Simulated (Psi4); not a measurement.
# CH4AlO2 (SMILES C[O][Al][OH]): UMP2/aug-cc-pVDZ (density fitting with cc-pvqz-jkfit, density fitting for correlation, sweep point 5)

Aim: the vertical ionisation energy of CH4AlO2 at UMP2/aug-cc-pVDZ (density fitting with cc-pvqz-jkfit, density fitting for correlation, sweep point 5), from 2 runs. The job is set up through a Python script.

Program for the calculation: Psi4 1.11.

2 further runs of the same task are left out: 2 set aside as unsound or not needed. Runs told in other sessions of the task aren't counted.

## 1. The structure to begin with

CH4AlO2 has 8 atoms, charge 0, and is taken as a doublet. As SMILES, `C[O][Al][OH]`. Geometry: relaxed at PBE0-D4/def2-TZVP. This is one conformer, not always the lowest.

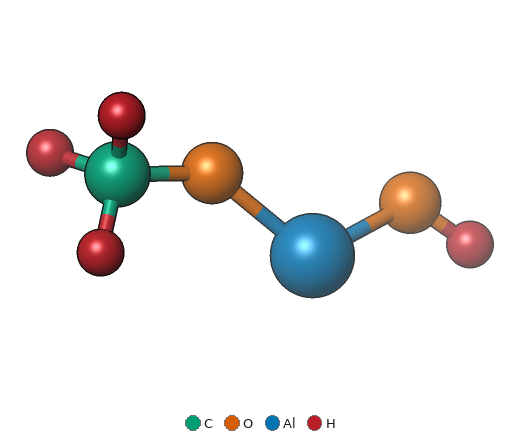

The structure, seen from a chosen angle (carbon teal, oxygen orange, aluminium blue, hydrogen red).

## 2. The energy at UMP2/aug-cc-pVDZ (density fitting with cc-pvqz-jkfit, density fitting for correlation, sweep point 5)

The input, calc.py:

```python
import psi4

psi4.set_memory('1600 MB')
psi4.set_num_threads(1)
psi4.set_output_file('output.dat', False)

geom = psi4.geometry("""
0 2
C      0.292700     1.365900    -0.669900
O     -0.035800     0.282500     0.144300
Al    -0.062600    -1.399600     0.093000
O     -0.601900    -2.191900     1.497900
H      0.661200     1.058300    -1.655900
H     -0.585400     2.002400    -0.820800
H      1.070000     1.971500    -0.192500
H     -0.646300    -3.146000     1.548200
symmetry c1
""")

options = {'reference': 'uhf', 'puream': True, 'scf_type': 'df', 'num_frozen_docc': 8, 'df_basis_scf': 'cc-pvqz-jkfit', 'maxiter': 100}
psi4.set_options(options)

result, w = psi4.energy('mp2/aug-cc-pVDZ', return_wfn=True)
print(f'total energy {result:.8f} hartree = {result * 27.211386:.5f} eV')
```

Started as:

```bash
python calc.py
```

output.dat:

```text
[...]
  Running in c1 symmetry.
[...]
  Nuclear repulsion =  149.181418560019097
[...]
  Multiplicity = 2
[...]
  Nalpha       = 20
  Nbeta        = 19
[...]
    Number of basis functions: 132
[...]
   @DF-UHF iter   1:  -431.68364884770085   -1.07693e+00   5.53335e-03 ADIIS/DIIS
[...]
   @DF-UHF iter  14:  -431.93296053309109   -1.47793e-11   5.14389e-09 DIIS
[...]
   @S^2 Observed:                7.528387431E-01
[...]
    Orbital Energies [Eh]
    ---------------------
    Alpha Occupied:
       1A    -58.502533     2A    -20.549596     3A    -20.541590
       4A    -11.278616     5A     -4.915512     6A     -3.230831
       7A     -3.227840     8A     -3.226183     9A     -1.331950
      10A     -1.311206    11A     -0.916073    12A     -0.687956
      13A     -0.645686    14A     -0.614513    15A     -0.605419
      16A     -0.544255    17A     -0.497595    18A     -0.461774
      19A     -0.439109    20A     -0.318318
    Alpha Virtual:
      21A      0.027375    22A      0.028226    23A      0.037108
      24A      0.042621    25A      0.069907    26A      0.070848
[...]
  @DF-UHF Final Energy:  -431.93296053309109
   => Energetics <=
    Nuclear Repulsion Energy =            149.1814185600190967
    One-Electron Energy =                -894.9773347707066478
    Two-Electron Energy =                 313.8629556775964602
    Total Energy =                       -431.9329605330910908
  UHF NO Occupations:
  HONO-2 :   18  A 1.9996622
  HONO-1 :   19  A 1.9992350
  HONO-0 :   20  A 1.0000000
  LUNO+0 :   21  A 0.0007650
  LUNO+1 :   22  A 0.0003378
[...]
 Multipole Moments:
 ------------------------------------------------------------------------------------
     Multipole            Electronic (a.u.)      Nuclear  (a.u.)        Total (a.u.)
 ------------------------------------------------------------------------------------
 L = 1.  Multiply by 2.5417464519 to convert [e a0] to [Debye]
 Dipole X            :         -0.5679773            0.8205467            0.2525694
 Dipole Y            :         -5.3114620            4.9455392           -0.3659228
 Dipole Z            :          1.1557851           -1.8696356           -0.7138505
 Magnitude           :                                                    0.8409954
[...]
```

On the terminal:

```text
total energy -432.53139963 hartree = -11769.77887 eV
```

Run time: 7.5 s. Hardware: 1 thread of Intel Xeon Platinum 8375C at 2.90GHz (Ice Lake), shared host; peak memory 0.34 GiB.

## 3. The singlet cation

The input, job.py:

```python
import psi4

psi4.set_memory('1600 MB')
psi4.set_num_threads(1)
psi4.set_output_file('psi4.out', False)

geom = psi4.geometry("""
1 1
C      0.292700     1.365900    -0.669900
O     -0.035800     0.282500     0.144300
Al    -0.062600    -1.399600     0.093000
O     -0.601900    -2.191900     1.497900
H      0.661200     1.058300    -1.655900
H     -0.585400     2.002400    -0.820800
H      1.070000     1.971500    -0.192500
H     -0.646300    -3.146000     1.548200
symmetry c1
""")

psi4.set_options({
    'puream': True,
    'scf_type': 'df',
    'num_frozen_docc': 8,
    'df_basis_scf': 'cc-pvqz-jkfit',
})

result, w = psi4.energy("mp2/aug-cc-pVDZ", molecule=geom, return_wfn=True)
print(f'mp2/aug-cc-pVDZ energy: {result:.10f} Eh')
```

Started as:

```bash
python job.py
```

psi4.out:

```text
[...]
  Running in c1 symmetry.
[...]
  Nuclear repulsion =  149.181418560019097
[...]
  Multiplicity = 1
[...]
  Nalpha       = 19
  Nbeta        = 19
[...]
    Number of basis functions: 132
[...]
   @DF-RHF iter   1:  -431.40731254913396   -8.00594e-01   5.26350e-03 ADIIS/DIIS
[...]
   @DF-RHF iter  13:  -431.63793731327115   -2.24532e-11   5.19564e-09 DIIS
[...]
    Orbital Energies [Eh]
    ---------------------
    Doubly Occupied:
       1A    -58.819742     2A    -20.789452     3A    -20.776083
       4A    -11.445362     5A     -5.223227     6A     -3.538533
       7A     -3.538355     8A     -3.535741     9A     -1.545239
      10A     -1.532588    11A     -1.095429    12A     -0.906886
      13A     -0.839368    14A     -0.802639    15A     -0.796364
      16A     -0.744635    17A     -0.724518    18A     -0.643856
      19A     -0.636040
[...]
  @DF-RHF Final Energy:  -431.63793731327115
   => Energetics <=
    Nuclear Repulsion Energy =            149.1814185600190967
    One-Electron Energy =                -885.7705998023463962
    Two-Electron Energy =                 304.9512439290561474
    Total Energy =                       -431.6379373132711521
[...]
 Multipole Moments:
 ------------------------------------------------------------------------------------
     Multipole            Electronic (a.u.)      Nuclear  (a.u.)        Total (a.u.)
 ------------------------------------------------------------------------------------
 L = 1.  Multiply by 2.5417464519 to convert [e a0] to [Debye]
 Dipole X            :         -0.2069123            0.8205467            0.6136344
 Dipole Y            :         -6.8088704            4.9455392           -1.8633313
 Dipole Z            :          0.0677512           -1.8696356           -1.8018843
 Magnitude           :                                                    2.6637075
[...]
```

Standard output:

```text
mp2/aug-cc-pVDZ energy: -432.2435527836 Eh
```

Run time: 5.1 s. Hardware: 1 thread of Intel Xeon Platinum 8375C at 2.90GHz (Ice Lake), shared host; peak memory 0.34 GiB.

## 4. Results

Level: UMP2/aug-cc-pVDZ (density fitting with cc-pvqz-jkfit, density fitting for correlation, sweep point 5), 8 core orbitals frozen.

```
                                                                   quantity          value
                                              doublet CH4AlO2: total energy  -432.53140 Eh
doublet CH4AlO2: HOMO energy (Hartree–Fock orbitals) (highest over α and β)       -8.66 eV
 doublet CH4AlO2: LUMO energy (Hartree–Fock orbitals) (lowest over α and β)        0.29 eV
               doublet CH4AlO2: correlation energy (8 core orbitals frozen)     -598.4 mEh
                         doublet CH4AlO2: ⟨S²⟩ of the reference determinant          0.753
                                               singlet cation: total energy  -432.24355 Eh
                        singlet cation: HOMO energy (Hartree–Fock orbitals)      -17.31 eV
                        singlet cation: LUMO energy (Hartree–Fock orbitals)       -7.35 eV
                      singlet cation: HOMO–LUMO gap (Hartree–Fock orbitals)        9.95 eV
                singlet cation: correlation energy (8 core orbitals frozen)     -605.6 mEh
                         vertical ionisation energy (to the singlet cation)       7.833 eV
```

**Reading.** Removing an electron at fixed nuclei costs 7.83 eV (181 kcal/mol).
